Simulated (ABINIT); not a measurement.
## NaF (Villiaumite): one start, several treatments of the self-energy

Aim: compare treatments of exchange, screening and correlation for the gap of NaF (Villiaumite).

Method: PBE and many-body steps on it, plane waves, in ABINIT 10.8.3.

The database entry behind the starting cell differs from later determinations by our own check (0.1 to 0.3 % short, probably kX units), so it need not match the best structure at ambient conditions.

### Step 1. The structure

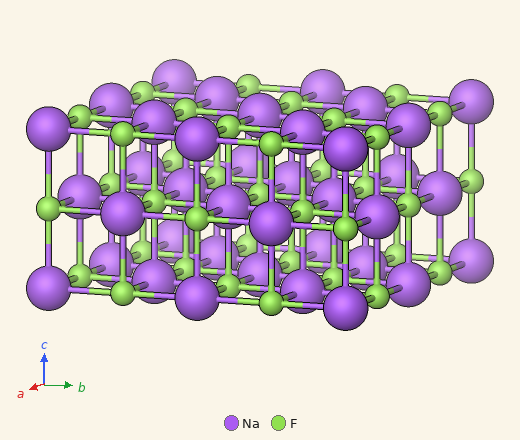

Start, viewed slightly off an axis; sodium purple, fluorine green. 2×2×1 cells are drawn. This picture shows the conventional cell, with its axes. Some periodic images of atoms are drawn too.

The cell and positions come from the Crystallography Open Database and are kept as given unless a step says otherwise.

### Step 2. Empty states on the mesh, 6×6×6 mesh, 224 bands

This step: ABINIT 10.8.3; DFT, PBE, plane waves, norm-conserving pseudopotentials.

The sums over transitions need many empty states on a uniform mesh; this step solves for them.

run.abi

```
acell 3*1.0 Angstrom
rprim 
  0.000000000000 2.310000000000 2.310000000000
  2.310000000000 0.000000000000 2.310000000000
  2.310000000000 2.310000000000 0.000000000000
ntypat 2
znucl 11 9
natom 2
typat 1 2
xred 
  0.000000000000 0.000000000000 0.000000000000
  0.500000000000 0.500000000000 0.500000000000
pp_dirpath "pseudos"
pseudos "Na.upf, F.upf"
ecut 38
ngkpt 6 6 6
nshiftk 1
shiftk 0 0 0
kptopt 1
chksymbreak 0
irdden 1
istwfk *1
nband 224
prtvol 0
optdriver 6
gwr_task "HDIAGO"
paral_kgb 0
occopt 1
indata_prefix "in"
outdata_prefix "out"
tmpdata_prefix "tmp"
```

Launch:

```
> OMP_NUM_THREADS=1 mpirun -n 4 abinit run.abi > log
```

What it wrote:

```text
.Version 10.8.3 of ABINIT. v10.8.2 released Aug 2026.

 Symmetries : space group Fm -3 m (#225); Bravais cF (face-center cubic)
[... echo of the input left out ...]
== DATASET  1 ==================================================================
-   mpi_nproc: 4, omp_nthreads: 1 (-1 if OMP is not activated)

--- !DatasetInfo
iteration_state: {dtset: 1, }
dimensions: {natom: 2, nkpt: 16, mband: 224, nsppol: 1, nspinor: 1, nspden: 1, mpw: 1874, }
cutoff_energies: {ecut:  38.0, pawecutdg:  -1.0, }
[...]
Direct band gap semiconductor
 Fundamental gap:     6.390 (eV)
   VBM:    -1.330 (eV) at k: [ 0.0000E+00,  0.0000E+00,  0.0000E+00]
   CBM:     5.060 (eV) at k: [ 0.0000E+00,  0.0000E+00,  0.0000E+00]
 Direct gap:         6.390 (eV) at k: [ 0.0000E+00,  0.0000E+00,  0.0000E+00]

== END DATASET(S) ==============================================================
================================================================================

 -outvars: echo values of variables after computation  --------
           etotal      0.0000000000E+00
            nband         224
             nkpt          16
          spgroup         225
 [... the other variables as echoed above ...]

 Calculation completed.
```

Run time: 27 s. Hardware: 4 MPI ranks of AMD EPYC 7R43, shared host; peak memory 1.1 GiB.

This step gave:

```
gap                                                           : 6.390 eV
k of the valence top                                          : 0, 0, 0
k of the conduction bottom                                    : 0, 0, 0
least direct gap                                              : 6.390 eV
k points computed                                             : 16
lowest point of the top converged band, above the valence top : 232.0358 eV
```

On this mesh the gap is 6.390 eV.

The density comes from a self-consistent run that is not shown.

### Step 3. Screening, 6×6×6 mesh, 216 bands, screening to 304.8 eV

The RPA dielectric matrix is built and inverted for each q.

This step: RPA screening on PBE, plane waves, norm-conserving pseudopotentials.

run.abi: that of step 2 with these lines changed.

```diff
@@ -20,10 +20,11 @@
 chksymbreak 0
-irdden 1
 istwfk *1
-nband 224
-prtvol 0
-optdriver 6
-gwr_task "HDIAGO"
-paral_kgb 0
 occopt 1
+irdwfk 1
+optdriver 3
+nband 216
+ecuteps 11.2
+inclvkb 2
+awtr 1
+symchi 1
 indata_prefix "in"
```

What it wrote:

```text
.Version 10.8.3 of ABINIT. v10.8.2 released Aug 2026.

 Symmetries : space group Fm -3 m (#225); Bravais cF (face-center cubic)
[... echo of the input left out ...]
== DATASET  1 ==================================================================
-   mpi_nproc: 4, omp_nthreads: 1 (-1 if OMP is not activated)

--- !DatasetInfo
iteration_state: {dtset: 1, }
dimensions: {natom: 2, nkpt: 16, mband: 216, nsppol: 1, nspinor: 1, nspden: 1, mpw: 1874, }
cutoff_energies: {ecut:  38.0, pawecutdg:  -1.0, }
electrons: {nelect:   1.60000000E+01, charge:   0.00000000E+00, occopt:   1.00000000E+00, tsmear:   1.00000000E-02, }

 SCREENING: Calculation of the susceptibility and dielectric matrices

 Based on a program developped by R.W. Godby, V. Olevano, G. Onida, and L. Reining.
 Incorporated in ABINIT by V. Olevano, G.-M. Rignanese, and M. Torrent.
.Using double precision arithmetic ; gwpc =  8

[... cell and pseudopotentials left out ...]
--------------------------------------------------------------------------------

 ==== K-mesh for the wavefunctions ====
 Number of points in the irreducible wedge :    16
[... list of points left out ...]
 Together with 48 symmetry operations and time-reversal symmetry
 yields   216 points in the full Brillouin Zone.

 ==== Q-mesh for the screening function ====
 Number of points in the irreducible wedge :    16
[... list of points left out ...]
 Together with 48 symmetry operations and time-reversal symmetry
 yields   216 points in the full Brillouin Zone.

 setmesh: FFT mesh size selected  =    27x   27x   27
          total number of points  =        19683

 vcoul_init : cutoff-mode = AUXILIARY_FUNCTION
 q-points for optical limit:   1
     1)      0.000010    0.000020    0.000030

- screening: taking advantage of time-reversal symmetry
- Maximum band index for partially occupied states nbvw = 8
- Remaining bands to be divided among processors   nbcw = 208
- Number of bands treated by each node ~52

 Number of electrons calculated from density =   16.0000; Expected =   16.0000
 average of density, n =  0.096174
 r_s =    1.3540
 omega_plasma =   29.9147 [eV]

 calculating chi0 at frequencies [eV] :
  1    0.000000E+00    0.000000E+00
  2    0.000000E+00    2.991468E+01

--------------------------------------------------------------------------------
  q-point number  1        q = ( 0.000000, 0.000000, 0.000000) [r.l.u.]
--------------------------------------------------------------------------------
[... chi0 elements left out ...]
 For q-point:  0.000010 0.000020 0.000030
  dielectric constant =   1.7987
  dielectric constant without local fields =   1.9013

  Average fulfillment of the sum rule on Im[epsilon] for q-point    1 :     86.15  [%]
[... wings left out ...]
  q-point number  2        q = ( 0.166667, 0.000000, 0.000000) [r.l.u.]
--------------------------------------------------------------------------------
[... chi0 elements left out ...]
  Average fulfillment of the sum rule on Im[epsilon] for q-point    2 :     96.33  [%]

 [... 14 further q-points ...]
```

It took 5.1 min on 4 MPI ranks; peak memory 1.8 GiB.

This step gave:

```
ε∞ with local fields, on this mesh, along the program's q direction : 1.799
the same without local fields                                       : 1.901
plasma frequency                                                    : 29.91 eV
plane waves in the screening matrix                                 : 307
```

Local fields lower ε∞ by 5 %.

### Step 4. G0W0, Godby-Needs plasmon pole

The self-energy is evaluated for the states that the input lists, and the levels follow from it, in one-shot runs by the linearised quasiparticle equation.

This step: G0W0 on PBE, plane waves, norm-conserving pseudopotentials.

run.abi: that of step 3 with these lines changed.

```diff
@@ -23,8 +23,15 @@
 irdwfk 1
-optdriver 3
+optdriver 4
 nband 216
+gwcalctyp 0
+ecutsigx 38
+symsigma 1
+nkptgw 1
+kptgw 
+  0.0000000000 0.0000000000 0.0000000000
+bdgw 
+  6 12
 ecuteps 11.2
-inclvkb 2
-awtr 1
-symchi 1
+irdscr 1
+ppmodel 1
 indata_prefix "in"
```

What it wrote:

```text
.Version 10.8.3 of ABINIT. v10.8.2 released Aug 2026.

 Symmetries : space group Fm -3 m (#225); Bravais cF (face-center cubic)
[... echo of the input left out ...]
== DATASET  1 ==================================================================
-   mpi_nproc: 4, omp_nthreads: 1 (-1 if OMP is not activated)

--- !DatasetInfo
iteration_state: {dtset: 1, }
dimensions: {natom: 2, nkpt: 16, mband: 216, nsppol: 1, nspinor: 1, nspden: 1, mpw: 1874, }
cutoff_energies: {ecut:  38.0, pawecutdg:  -1.0, }
electrons: {nelect:   1.60000000E+01, charge:   0.00000000E+00, occopt:   1.00000000E+00, tsmear:   1.00000000E-02, }

 SIGMA: Calculation of the GW corrections

 Based on a program developped by R.W. Godby, V. Olevano, G. Onida, and L. Reining.
 Incorporated in ABINIT by V. Olevano, G.-M. Rignanese, and M. Torrent.
.Using double precision arithmetic ; gwpc =  8

[... cell and pseudopotentials left out ...]
--------------------------------------------------------------------------------

 ==== K-mesh for the wavefunctions ====
 Number of points in the irreducible wedge :    16
[... list of points left out ...]
 Together with 48 symmetry operations and time-reversal symmetry
 yields   216 points in the full Brillouin Zone.

 ==== Q-mesh for screening function ====
 Number of points in the irreducible wedge :    16
[... list of points left out ...]
 Together with 48 symmetry operations and time-reversal symmetry
 yields   216 points in the full Brillouin Zone.

 vcoul_init : cutoff-mode = AUXILIARY_FUNCTION
 q-points for optical limit:   1
     1)      0.000010    0.000020    0.000030
 setmesh: FFT mesh size selected  =    36x   36x   36
          total number of points  =        46656

 Number of electrons calculated from density =   16.0000; Expected =   16.0000
 average of density, n =  0.096174
 r_s =    1.3540
 omega_plasma =   29.9147 [eV]

 === KS Band Gaps ===
  >>>> For spin  1
   Minimum direct gap =   6.3895 [eV], located at k-point      :   0.0000  0.0000  0.0000
   Fundamental gap    =   6.3895 [eV], Top of valence bands at :   0.0000  0.0000  0.0000
                                       Bottom of conduction at :   0.0000  0.0000  0.0000
 SIGMA fundamental parameters:
 PLASMON POLE MODEL  1
 number of plane-waves for SigmaX                 1837
 number of plane-waves for SigmaC and W            307
 number of plane-waves for wavefunctions          1837
 number of bands                                   216
 number of independent spin polarizations            1
 number of spinorial components                      1
 number of k-points in IBZ                          16
 number of q-points in IBZ                          16
 number of symmetry operations                      48
 number of k-points in BZ                          216
 number of q-points in BZ                          216
 number of frequencies for dSigma/dE                 9
 frequency step for dSigma/dE [eV]                0.25
 number of omega for Sigma on real axis              0
 max omega for Sigma on real axis  [eV]           0.00
 zcut for avoiding poles [eV]                     0.10

 EPSILON^-1 parameters (SCR file):
 dimension of the eps^-1 matrix on file            307
 dimension of the eps^-1 matrix used               307
 number of plane-waves for wavefunctions          1837
 number of bands                                   216
 number of q-points in IBZ                          16
 number of frequencies                               2
 number of real frequencies                          1
 number of imag frequencies                          1

 matrix elements of self-energy operator (all in [eV])

 Perturbative Calculation

--- !SelfEnergy_ee
iteration_state: {dtset: 1, }
kpoint     : [   0.000,    0.000,    0.000, ]
spin       : 1
KS_gap     :    6.390
QP_gap     :   10.660
Delta_QP_KS:    4.270
data: !SigmaeeData |
     Band     E0 <VxcDFT>   SigX SigC(E0)      Z dSigC/dE  Sig(E)    E-E0       E
        6  -1.330 -22.508 -30.235   4.179   0.822  -0.216 -25.426  -2.918  -4.248
        7  -1.330 -22.508 -30.235   4.179   0.822  -0.216 -25.426  -2.918  -4.248
        8  -1.330 -22.508 -30.235   4.179   0.822  -0.216 -25.426  -2.918  -4.248
        9   5.060  -9.465  -5.324  -2.645   0.904  -0.106  -8.113   1.352   6.412
       10  17.827  -7.169  -2.170  -3.232   0.905  -0.104  -5.569   1.600  19.427
       11  17.827  -7.169  -2.170  -3.232   0.905  -0.104  -5.569   1.600  19.427
       12  17.827  -7.169  -2.170  -3.232   0.905  -0.104  -5.569   1.600  19.427

== END DATASET(S) ==============================================================
================================================================================

 -outvars: echo values of variables after computation  --------
           etotal      0.0000000000E+00
            nband         216
             nkpt          16
          spgroup         225
 [... the other variables as echoed above ...]

 Calculation completed.
```

Elapsed: 44 s, on 4 MPI ranks; peak memory 1.9 GiB; 2.9 min of CPU time.

Numbers from this step:

- G0W0 gap on the points computed: 10.66 eV
- starting gap on the mesh: 6.390 eV
- k of the valence top: 0, 0, 0
- k of the conduction bottom: 0, 0, 0
- Z at the valence top: 0.822
- Z at the conduction bottom: 0.904
- least direct G0W0 gap on the computed points: 10.66 eV

The gap on the mesh goes from 6.39 eV to 10.66 eV, a correction of +4.27 eV.

### Step 5. G0W0, Hybertsen-Louie plasmon pole

run.abi: that of step 4 with these lines changed.

```diff
@@ -35,3 +35,3 @@
 irdscr 1
-ppmodel 1
+ppmodel 2
 indata_prefix "in"
```

What it wrote:

```text
.Version 10.8.3 of ABINIT. v10.8.2 released Aug 2026.

 Symmetries : space group Fm -3 m (#225); Bravais cF (face-center cubic)
[... echo of the input left out ...]
== DATASET  1 ==================================================================
-   mpi_nproc: 4, omp_nthreads: 1 (-1 if OMP is not activated)

--- !DatasetInfo
iteration_state: {dtset: 1, }
dimensions: {natom: 2, nkpt: 16, mband: 216, nsppol: 1, nspinor: 1, nspden: 1, mpw: 1874, }
cutoff_energies: {ecut:  38.0, pawecutdg:  -1.0, }
electrons: {nelect:   1.60000000E+01, charge:   0.00000000E+00, occopt:   1.00000000E+00, tsmear:   1.00000000E-02, }

 SIGMA: Calculation of the GW corrections

 Based on a program developped by R.W. Godby, V. Olevano, G. Onida, and L. Reining.
 Incorporated in ABINIT by V. Olevano, G.-M. Rignanese, and M. Torrent.
.Using double precision arithmetic ; gwpc =  8

[... cell and pseudopotentials left out ...]
--------------------------------------------------------------------------------

 ==== K-mesh for the wavefunctions ====
 Number of points in the irreducible wedge :    16
[... list of points left out ...]
 Together with 48 symmetry operations and time-reversal symmetry
 yields   216 points in the full Brillouin Zone.

 ==== Q-mesh for screening function ====
 Number of points in the irreducible wedge :    16
[... list of points left out ...]
 Together with 48 symmetry operations and time-reversal symmetry
 yields   216 points in the full Brillouin Zone.

 vcoul_init : cutoff-mode = AUXILIARY_FUNCTION
 q-points for optical limit:   1
     1)      0.000010    0.000020    0.000030
 setmesh: FFT mesh size selected  =    36x   36x   36
          total number of points  =        46656

 Number of electrons calculated from density =   16.0000; Expected =   16.0000
[...]
number of q-points in BZ                          216
 number of frequencies for dSigma/dE                 9
 frequency step for dSigma/dE [eV]                0.25
 number of omega for Sigma on real axis              0
 max omega for Sigma on real axis  [eV]           0.00
 zcut for avoiding poles [eV]                     0.10

 EPSILON^-1 parameters (SCR file):
 dimension of the eps^-1 matrix on file            307
 dimension of the eps^-1 matrix used               307
 number of plane-waves for wavefunctions          1837
 number of bands                                   216
 number of q-points in IBZ                          16
 number of frequencies                               2
 number of real frequencies                          1
 number of imag frequencies                          1

 matrix elements of self-energy operator (all in [eV])

 Perturbative Calculation

--- !SelfEnergy_ee
iteration_state: {dtset: 1, }
kpoint     : [   0.000,    0.000,    0.000, ]
spin       : 1
KS_gap     :    6.390
QP_gap     :   11.741
Delta_QP_KS:    5.352
data: !SigmaeeData |
     Band     E0 <VxcDFT>   SigX SigC(E0)      Z dSigC/dE  Sig(E)    E-E0       E
        6  -1.330 -22.508 -30.235   2.989   0.905  -0.104 -26.798  -4.290  -5.620
        7  -1.330 -22.508 -30.235   2.989   0.905  -0.104 -26.798  -4.290  -5.620
        8  -1.330 -22.508 -30.235   2.989   0.905  -0.104 -26.798  -4.290  -5.620
        9   5.060  -9.465  -5.324  -3.006   0.935  -0.069  -8.404   1.062   6.122
       10  17.827  -7.169  -2.170  -3.453   0.938  -0.066  -5.719   1.450  19.277
       11  17.827  -7.169  -2.170  -3.453   0.938  -0.066  -5.719   1.450  19.277
       12  17.827  -7.169  -2.170  -3.453   0.938  -0.066  -5.719   1.450  19.277

== END DATASET(S) ==============================================================
================================================================================

 -outvars: echo values of variables after computation  --------
           etotal      0.0000000000E+00
            nband         216
             nkpt          16
          spgroup         225
 [... the other variables as echoed above ...]

 Calculation completed.
```

It took 42 s on 4 MPI ranks; peak memory 1.7 GiB; 2.8 min of CPU time.

Numbers from this step:

* G0W0 gap on the points computed: 11.74 eV
* starting gap on the mesh: 6.390 eV
* k of the valence top: 0, 0, 0
* k of the conduction bottom: 0, 0, 0
* Z at the valence top: 0.905
* Z at the conduction bottom: 0.935
* least direct G0W0 gap on the computed points: 11.74 eV

Against G0W0 in ABINIT (6×6×6 mesh, 216 bands, screening to 304.8 eV, Godby-Needs plasmon pole), the gap moves by +1.082 eV.

### Step 6. G0W0, von der Linden-Horsch plasmon pole

run.abi: that of step 5 with these lines changed.

```diff
@@ -35,3 +35,3 @@
 irdscr 1
-ppmodel 2
+ppmodel 3
 indata_prefix "in"
```

What it wrote:

```text
.Version 10.8.3 of ABINIT. v10.8.2 released Aug 2026.

 Symmetries : space group Fm -3 m (#225); Bravais cF (face-center cubic)
[... echo of the input left out ...]
== DATASET  1 ==================================================================
-   mpi_nproc: 4, omp_nthreads: 1 (-1 if OMP is not activated)

--- !DatasetInfo
iteration_state: {dtset: 1, }
dimensions: {natom: 2, nkpt: 16, mband: 216, nsppol: 1, nspinor: 1, nspden: 1, mpw: 1874, }
cutoff_energies: {ecut:  38.0, pawecutdg:  -1.0, }
[...]
10  17.827  -7.169  -2.170  -3.565   0.957  -0.044  -5.796   1.373  19.200
       11  17.827  -7.169  -2.170  -3.565   0.957  -0.044  -5.796   1.373  19.200
       12  17.827  -7.169  -2.170  -3.565   0.957  -0.044  -5.796   1.373  19.200

== END DATASET(S) ==============================================================
================================================================================

 -outvars: echo values of variables after computation  --------
           etotal      0.0000000000E+00
            nband         216
             nkpt          16
          spgroup         225
 [... the other variables as echoed above ...]

 Calculation completed.
```

Wall time 19 s (4 MPI ranks); peak memory 1.7 GiB; 76 s of CPU time.

Numbers from this step:

- G0W0 gap on the points computed: 11.21 eV
- starting gap on the mesh: 6.390 eV
- k of the valence top: 0, 0, 0
- k of the conduction bottom: 0, 0, 0
- least direct G0W0 gap on the computed points: 11.21 eV

Against G0W0 in ABINIT (6×6×6 mesh, 216 bands, screening to 304.8 eV, Godby-Needs plasmon pole), the gap moves by +0.551 eV.

### Step 7. G0W0, Engel-Farid plasmon pole

run.abi: that of step 6 with these lines changed.

```diff
@@ -35,3 +35,3 @@
 irdscr 1
-ppmodel 3
+ppmodel 4
 indata_prefix "in"
```

What it wrote:

```text
.Version 10.8.3 of ABINIT. v10.8.2 released Aug 2026.

 Symmetries : space group Fm -3 m (#225); Bravais cF (face-center cubic)
[... echo of the input left out ...]
== DATASET  1 ==================================================================
-   mpi_nproc: 4, omp_nthreads: 1 (-1 if OMP is not activated)

--- !DatasetInfo
iteration_state: {dtset: 1, }
dimensions: {natom: 2, nkpt: 16, mband: 216, nsppol: 1, nspinor: 1, nspden: 1, mpw: 1874, }
cutoff_energies: {ecut:  38.0, pawecutdg:  -1.0, }
[...]
10  17.827  -7.169  -2.170  -3.316   0.912  -0.096  -5.634   1.536  19.362
       11  17.827  -7.169  -2.170  -3.316   0.912  -0.096  -5.634   1.536  19.362
       12  17.827  -7.169  -2.170  -3.316   0.912  -0.096  -5.634   1.536  19.362

== END DATASET(S) ==============================================================
================================================================================

 -outvars: echo values of variables after computation  --------
           etotal      0.0000000000E+00
            nband         216
             nkpt          16
          spgroup         225
 [... the other variables as echoed above ...]

 Calculation completed.
```

Elapsed: 19 s, on 4 MPI ranks; peak memory 1.7 GiB; 75 s of CPU time.

This step gave:

```
G0W0 gap on the points computed              : 10.90 eV
starting gap on the mesh                     : 6.390 eV
k of the valence top                         : 0, 0, 0
k of the conduction bottom                   : 0, 0, 0
least direct G0W0 gap on the computed points : 10.90 eV
```

Against G0W0 in ABINIT (6×6×6 mesh, 216 bands, screening to 304.8 eV, Godby-Needs plasmon pole), the gap moves by +0.239 eV.

[end of part 1 of 2]

[Paths, hosts, dates, memory and timing lines, banners, echoed tables and standing remarks are left out of the program output.]

[Logs are printed without paths, hosts, clocks, repeated set-up lines and the standing remarks that a program may print on its own settings, such as how far it seeks lower states.]

[Runs of the session that timed out or met a known fault of the program may be left out.]

[Hosts, paths, dates, database ids (printed as entryN), source tags and the programs' standing remarks are cut or masked in the printed files.]

[G0W0 gaps are taken among the corrected bands and points alone; a level outside them can change the order at an edge.]

[Where Ansatz stands beside ABINIT at settings called matched, ABINIT's density can come from a denser mesh and the files from another edition; pairs whose starting gaps differed by over 0.03 eV were left out, so agreement reads better than it is.]
